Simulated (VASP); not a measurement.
Energy against volume of CaO (rock salt). Calculation: optB88-vdW, VASP's PBE PAW potentials (set 64) (plane waves; VASP).

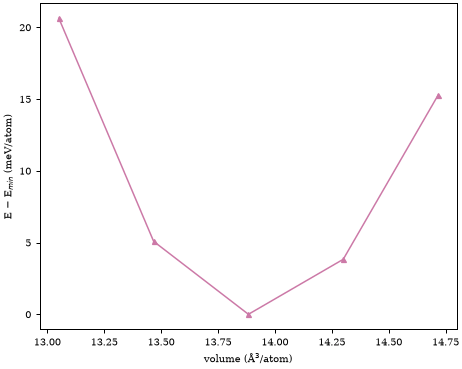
*Energy against volume*

Task: Estimate the equilibrium volume and the bulk modulus.

Result: The minimum lies near 13.9 Å³/atom, and the curvature gives B0 of about 110 GPa.

Measured: a 4.781 Å at 0 K (computed value off by +0.6 %), as given by Wei Chen et al., Physical Review Materials (2018), doi:10.1103/physrevmaterials.2.073803 [zero-point anharmonic expansion removed].

The compound is CaO in the rock salt structure. It was relaxed first.
